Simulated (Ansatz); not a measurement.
# Calculations on N

Part 1: Relaxation

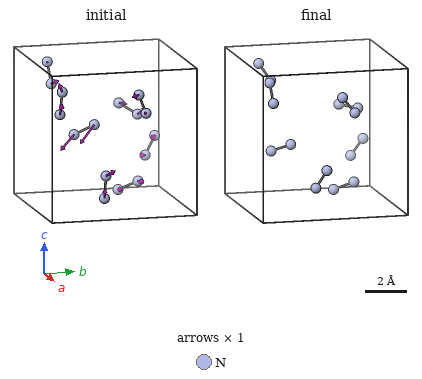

The structure of an amorphous cell of composition N before (left) and after (right) a relaxation, at one scale. The purple arrows give the displacements, at their true length.

A ball-and-stick model of the cell of the calculation, seen slightly off an axis.

The cell holds 8 N2. The run prepares the start of a later molecular dynamics calculation, from a guessed geometry.

Method: DFT PBE, scalar-relativistic, plane waves, PAW in Ansatz.

Input
```yaml
accuracy: low
crystal:
  lattice:
    - [7.474581, 0.0, 0.0]
    - [0.0, 7.474581, 0.0]
    - [0.0, 0.0, 7.474581]
  atoms:
    - { symbol: "N", position: [0.2083228, 0.2020974, 0.7802371] }
    - { symbol: "N", position: [0.1957356, 0.1785247, 0.9290329] }
    - { symbol: "N", position: [0.4535087, 0.4350468, 0.5384071] }
    - { symbol: "N", position: [0.4477744, 0.2970376, 0.4769672] }
    - { symbol: "N", position: [0.8284615, 0.6440659, 0.8045186] }
    - { symbol: "N", position: [0.7929594, 0.7027212, 0.6697839] }
    - { symbol: "N", position: [0.332972, 0.7685978, 0.1122018] }
    - { symbol: "N", position: [0.3505595, 0.6258944, 0.0655038] }
    - { symbol: "N", position: [0.2237611, 0.6644975, 0.6285278] }
    - { symbol: "N", position: [0.308898, 0.7710436, 0.5633056] }
    - { symbol: "N", position: [0.0279892, 0.9640762, 0.3512828] }
    - { symbol: "N", position: [0.0003806, 0.9054465, 0.2147009] }
    - { symbol: "N", position: [0.6589488, 0.1598068, 0.8155575] }
    - { symbol: "N", position: [0.69267, 0.1346736, 0.6703491] }
    - { symbol: "N", position: [0.8933074, 0.3998507, 0.2789307] }
    - { symbol: "N", position: [0.910835, 0.3844098, 0.1295699] }
basis:
  ecutwfc: 420.0
kpoints:
  mp_grid: { grid: [1, 1, 1] }
hamiltonian:
  xc: pbe
scf:
  occupations: { method: fermi_dirac, width: 0.05 }
  lower_state_search: "off"
relax:
  f_tol: 0.3
  max_steps: 15
  adjacent_minimum: "off"
```

Launched with:
```bash
ansatz run input.yaml --threads 1 --pin off --max-ram 3072MiB --backend cpu --events-out ev --progress --plain --runs-dir out
```

Question: Describe what moved and what it gained.

Answer: After 10 accepted moves (13 points after the start) the energy has fallen by 63.2 meV per atom. The largest force component goes from 3.8 to 0.18 eV/Å. The line search rejected the trial steps at points 7, 9 of the run. 1 step only repeated the SCF at the same geometry. The forces were under the threshold at step 5, but the run went on from there. The atom that moves furthest is N3 (1.23 Å roughly along [0 −1 −1]). The lattice vectors keep their values. Among the contacts that change: N11–N12 1.130 → 1.102 Å.

Limits of the set-up: the program's low-accuracy preset was used; the periodic images lie only 7.5 Å apart, so the values are limited by the cell's size.

Part 2: Dynamics

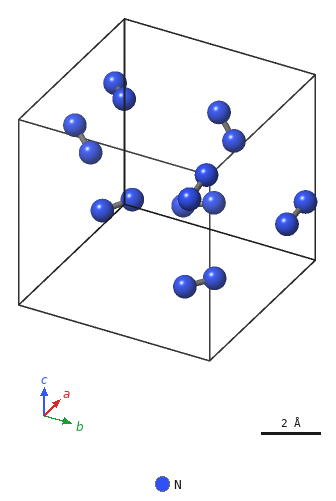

Starting frame of a dynamics run of a periodic cell with 8 N2 at 0.891 g/cm³. Style: ball-and-stick. Shown: the simulation cell, from a free direction.

Level of theory: Ansatz 0.2.0, DFT PBE, scalar-relativistic, plane waves, PAW.

Input
```yaml
accuracy: low
crystal:
  lattice:
    - [7.474581, 0.0, 0.0]
    - [0.0, 7.474581, 0.0]
    - [0.0, 0.0, 7.474581]
  atoms:
    - { symbol: "N", position: [0.18724924, 0.26689225, 0.79523364] }
    - { symbol: "N", position: [0.1909847, 0.18259669, 0.91622831] }
    - { symbol: "N", position: [0.46452576, 0.33168872, 0.41109192] }
    - { symbol: "N", position: [0.39013889, 0.21608495, 0.35755373] }
    - { symbol: "N", position: [0.79555245, 0.60212987, 0.78264331] }
    - { symbol: "N", position: [0.7726728, 0.69319294, 0.66901089] }
    - { symbol: "N", position: [0.44724216, 0.77210185, 0.12873228] }
    - { symbol: "N", position: [0.39479149, 0.64555087, 0.0737999] }
    - { symbol: "N", position: [0.23831438, 0.72315834, 0.61920148] }
    - { symbol: "N", position: [0.34315132, 0.8264129, 0.60868001] }
    - { symbol: "N", position: [-0.03794829, 0.96284015, 0.31825449] }
    - { symbol: "N", position: [-0.07863491, 0.88843012, 0.19766128] }
    - { symbol: "N", position: [0.65202914, 0.13708505, 0.87895334] }
    - { symbol: "N", position: [0.72843595, 0.14262995, 0.75298358] }
    - { symbol: "N", position: [0.94142855, 0.45578641, 0.32197176] }
    - { symbol: "N", position: [0.89715035, 0.39120944, 0.19687678] }
basis:
  ecutwfc: 420.0
kpoints:
  mp_grid: { grid: [1, 1, 1] }
hamiltonian:
  xc: pbe
scf:
  occupations: { method: fermi_dirac, width: 0.05 }
  lower_state_search: "off"
md:
  timestep: 1
  n_steps: 300
  ensemble: nvt_langevin
  temperature: 1000.0
  initial_velocities: maxwell_boltzmann
  seed: 368880
  friction: 0.02
```

Command:
```bash
ansatz run input.yaml --threads 1 --pin off --max-ram 3072MiB --backend cpu --events-out ev --progress --plain --runs-dir out
```

**What does the trajectory do?**

The mean temperature in the second half is 923 K (standard deviation 139 K). The potential energy is still drifting at the end, so the run hasn't reached equilibrium. The potential energy in the second half lies on average 59.1 meV per atom above the first frame. Root-mean-square distances from the starting positions over the second half, with the common drift of all atoms taken out: N 1.02 Å. The molecules turn and drift from their places.

Along the run (each row but the first and the last is the mean over the interval that it begins):

```tsv
time (fs)	potential energy (meV/atom)	T (K)
0.0	0.0	938
50.0	42.6	1052
100.0	41.0	1116
150.0	48.1	990
200.0	53.5	953
250.0	75.0	825
300.0	85.1	919
```

The paths of the atoms:

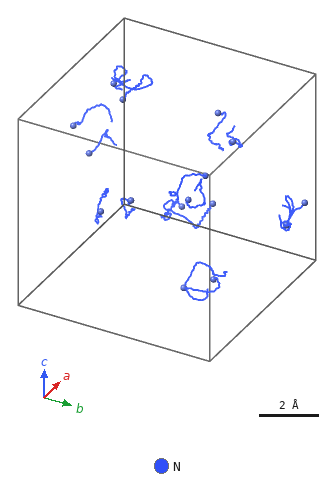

Limits of the set-up: the program's low-accuracy preset was used; the periodic images lie only 7.5 Å apart, so the values are limited by the cell's size.

The run took 8.2 min on 1 thread of Arm Neoverse V2, on a shared host, peak memory 0.39 GiB.

Part 3: Energy conservation

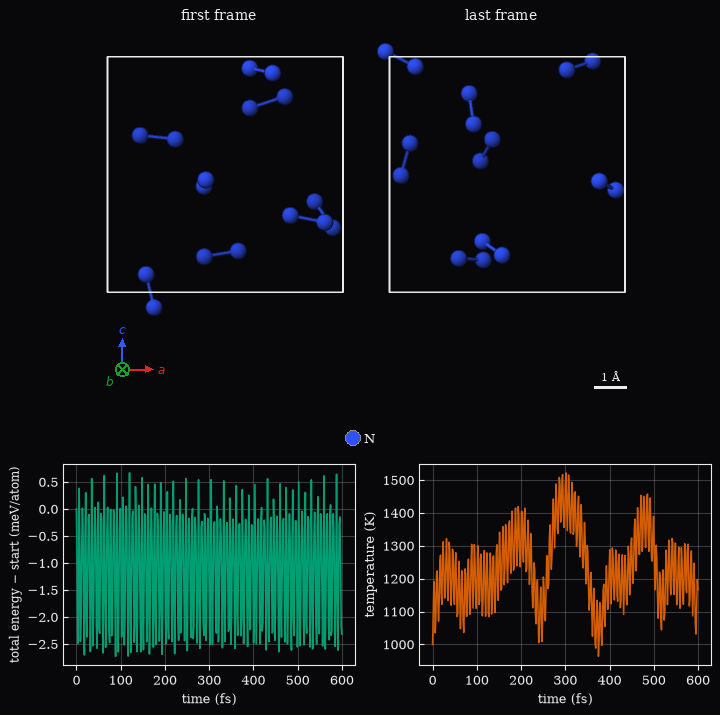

Molecular dynamics of a periodic cell with 8 N2 at 0.891 g/cm³, 600 fs long. It starts from the last geometry of an earlier run, with fresh velocities. The picture is a ball-and-stick view of the simulation cell, seen along the b axis.

The calculation used DFT PBE, scalar-relativistic, plane waves, PAW (Ansatz 0.2.0). Set-up: plane-wave cutoff 420 eV; k-point mesh 1 × 1 × 1; Fermi-Dirac smearing 0.05 eV; low-accuracy preset; constant energy (NVE); velocities drawn for 1000 K; time step 1.5 fs.

> Check the integration.

The total energy stays between −2.7 and 0.67 meV per atom of its start. A straight-line fit has a slope that amounts to −0.019 meV per atom over 600 fs (under 0.1 % of the mean kinetic energy), and the ripple about it is 7.2 % of the kinetic energy's fluctuation. That is tolerable for a short run, though not tight (an offset or drift over 2 % of the kinetic energy, or a ripple over 7 %). Over the second half the temperature averages 1238 K (spread ±118 K). The potential energy in the second half lies on average 30.0 meV per atom below the first frame.

Limits of the set-up: the program's low-accuracy preset was used; the periodic images lie only 7.5 Å apart, so the values are limited by the cell's size.

The run took 11 min on 1 thread of Arm Neoverse V2 (shared host), peak memory 0.39 GiB.
